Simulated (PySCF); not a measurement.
# ZrN: a changed input and its effect

System: ZrN, multiplicity 2.
Method of run 1: UKS-tpssh/sbkjc (PySCF 2.14.0).

Text and figures count atoms from 1; the logs count them from 0 in places.

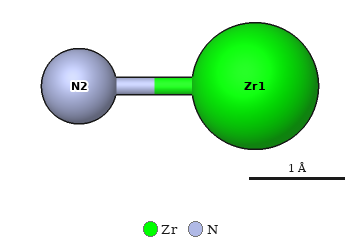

The structure as given in the input (ball-and-stick view, seen on its broad side; atoms are numbered from 1 in the order of the input). Sticks mark near contacts. Bond lengths as drawn: N–Zr 1.85 Å.

### Input file, run 1
```python
from pyscf import gto, dft

mol = gto.M(
    atom='Zr 0 0 0; N 0 0 1.854',
    basis='sbkjc',
    ecp={'Zr': 'sbkjc', 'N': 'sbkjc'},
    charge=0,
    spin=1,
    symmetry=True,
    verbose=4,
)
mf = dft.UKS(mol, xc='tpssh')
mf.level_shift = 0.3
mf = mf.newton()
mf.kernel()
mf.mulliken_pop()
mf.dip_moment()
print('orbital energies (hartree):', [e[max(0, n-3):n+3].round(4) for e, n in zip(mf.mo_energy, mol.nelec)])
```

Launched with:
```bash
OMP_NUM_THREADS=1 python input.py
```

Hardware: 1 CPU thread, shared host.

### End of the output (run 1)
```
[...]
pop of  0 Zr 5pz       0.11743 | 0.04331
pop of  0 Zr 6px      -0.00146 | -0.00045
pop of  0 Zr 6py      -0.00146 | -0.00045
pop of  0 Zr 6pz       0.02873 | 0.01508
pop of  0 Zr 7px       0.44456 | 0.43961
pop of  0 Zr 7py       0.44456 | 0.43961
pop of  0 Zr 7pz       0.43950 | 0.44200
pop of  0 Zr 4dxy      0.00000 | 0.00000
pop of  0 Zr 4dyz      0.19250 | 0.15647
pop of  0 Zr 4dz^2     0.28819 | 0.21928
pop of  0 Zr 4dxz      0.19250 | 0.15647
pop of  0 Zr 4dx2-y2    0.00000 | 0.00000
pop of  0 Zr 5dxy      0.00000 | 0.00000
pop of  0 Zr 5dyz      0.20775 | 0.16556
pop of  0 Zr 5dz^2     0.19796 | 0.12440
pop of  0 Zr 5dxz      0.20775 | 0.16556
pop of  0 Zr 5dx2-y2    0.00000 | 0.00000
pop of  0 Zr 6dxy      0.00000 | 0.00000
pop of  0 Zr 6dyz      0.04879 | 0.03752
pop of  0 Zr 6dz^2     0.02386 | 0.00516
pop of  0 Zr 6dxz      0.04879 | 0.03752
pop of  0 Zr 6dx2-y2    0.00000 | 0.00000
pop of  1 N 2s        0.67098 | 0.67223
pop of  1 N 3s        0.25108 | 0.25627
pop of  1 N 2px       0.37579 | 0.43493
pop of  1 N 2py       0.37579 | 0.43493
pop of  1 N 2pz       0.46227 | 0.51475
pop of  1 N 3px       0.15660 | 0.18410
pop of  1 N 3py       0.15660 | 0.18410
pop of  1 N 3pz       0.09700 | 0.11105
In total             9.00000 | 8.00000
 ** Mulliken atomic charges   ( Nelec_alpha | Nelec_beta ) **
charge of  0Zr =      0.33847  (     6.45389      5.20764 )
charge of  1N =     -0.33847  (     2.54611      2.79236 )
Dipole moment(X, Y, Z, Debye):  0.00000,  0.00000, -5.15770
orbital energies (hartree): [array([-0.2216, -0.2079, -0.1765, -0.1228, -0.1228, -0.0778]), array([-0.2237, -0.2237, -0.2109, -0.1199, -0.0999, -0.0999])]
```

For run 2 the input was changed thus:
```diff
-    symmetry=True,
+field = 0.01  # electric field along z, atomic units
+h = mf.get_hcore() + field*mol.intor('int1e_r')[2]
+mf.get_hcore = lambda *args: h
+e_nuc = mol.energy_nuc() - field*mol.atom_charges() @ mol.atom_coords()[:, 2]
+mf.energy_nuc = lambda *args: e_nuc
```

What does this change do to the results?

The total energies belong to different models, so their difference says nothing on which is more stable or more accurate. The dipole moment goes from 5.16 to 2.37 D.

### End of the output (run 2)
```
[...]
pop of  0 Zr 5pz       0.07257 | 0.04692
pop of  0 Zr 6px       0.24160 | -0.00312
pop of  0 Zr 6py      -0.00281 | -0.00283
pop of  0 Zr 6pz       0.02602 | 0.01486
pop of  0 Zr 7px       0.43415 | 0.44356
pop of  0 Zr 7py       0.44609 | 0.44633
pop of  0 Zr 7pz       0.44497 | 0.44301
pop of  0 Zr 4dxy      0.00000 | 0.00000
pop of  0 Zr 4dyz      0.19859 | 0.18540
pop of  0 Zr 4dz^2     0.21960 | 0.24191
pop of  0 Zr 4dxz      0.27251 | 0.18119
pop of  0 Zr 4dx2-y2    0.00162 | 0.00025
pop of  0 Zr 5dxy      0.00000 | 0.00000
pop of  0 Zr 5dyz      0.21261 | 0.19889
pop of  0 Zr 5dz^2     0.12868 | 0.13859
pop of  0 Zr 5dxz      0.27829 | 0.19245
pop of  0 Zr 5dx2-y2    0.00134 | 0.00013
pop of  0 Zr 6dxy      0.00000 | 0.00000
pop of  0 Zr 6dyz      0.04266 | 0.03874
pop of  0 Zr 6dz^2     0.00453 | 0.00445
pop of  0 Zr 6dxz      0.14850 | 0.04237
pop of  0 Zr 6dx2-y2    0.00062 | 0.00005
pop of  1 N 2s        0.67503 | 0.67362
pop of  1 N 3s        0.26019 | 0.25987
pop of  1 N 2px       0.45594 | 0.40095
pop of  1 N 2py       0.38082 | 0.39863
pop of  1 N 2pz       0.45096 | 0.49391
pop of  1 N 3px       0.20234 | 0.16225
pop of  1 N 3py       0.15115 | 0.15914
pop of  1 N 3pz       0.08616 | 0.09223
In total             9.00000 | 8.00000
 ** Mulliken atomic charges   ( Nelec_alpha | Nelec_beta ) **
charge of  0Zr =      0.30319  (     6.33740      5.35940 )
charge of  1N =     -0.30319  (     2.66260      2.64060 )
Dipole moment(X, Y, Z, Debye): -0.00000, -0.00000, -2.37278
orbital energies (hartree): [array([-0.2277, -0.2064, -0.1164, -0.1564, -0.1198, -0.1189]), array([-0.2272, -0.2178, -0.2091, -0.1382, -0.1146, -0.1141])]
```

### The two runs side by side

| quantity | run 1 | run 2 |
| --- | --- | --- |
| outcome | converged | converged |
| SCF energy (hartree) | −56.675154 | −56.592508 |
| dipole moment (D) | 5.16 | 2.37 |
| ⟨S²⟩ | 0.771 | 0.785 |
| wall time (shared host) | 33 s | 33 s |

For run 1: Warnings: Orbital degeneracy broken.
